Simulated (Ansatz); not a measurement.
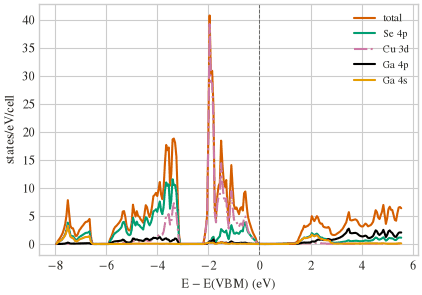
Total and projected density of states of GaCuSe$_{2}$ (chalcopyrite, I-42d), the program Ansatz at the r²SCAN level (PAW)

Problem. Which orbitals carry the states next to the gap?

Solution. Top 1 eV of the valence band: Cu 3d 55 %, Se 4p 38 %. Bottom 1 eV of the conduction band: Se 4p 31 %, Ga 4s 31 %, Se 4s 14 %, Cu 4s 11 %, Ga 4p 6 %. Projections are on Löwdin-orthogonalised atomic valence shells; empty p or d shells of many metals are not among them.

Problem. Where is the tallest occupied peak in this window, and what makes it?

Solution. Near -1.9 eV, about 41 states/eV per cell; the largest projected share is Cu 3d.

The cell was relaxed with r²SCAN under the symmetry of its start. No spin polarisation was allowed. Spin–orbit coupling is left out wherever it is not named.

Potentials: the later of the program's two PAW sets.
